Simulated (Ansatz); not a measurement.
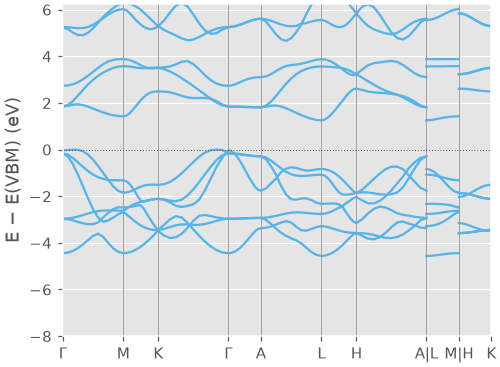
*Band structure from r²SCAN+D4 in the plane-wave PAW code Ansatz*

Q: Read off the gap and where the band edges lie.

A: About 1.3 eV (1.26 eV by a search for the band edges); maximum on the K–Γ line, 83 % of the way from K, minimum at L.

The material is ZrS₂ (CdI2 type, P-3m1).

The r²SCAN+D4 relaxation kept the symmetry of its start. No spin polarisation was allowed. Scalar-relativistic: spin–orbit coupling is off unless named, which matters more the heavier the elements.

Potentials: the later of the program's two PAW sets.
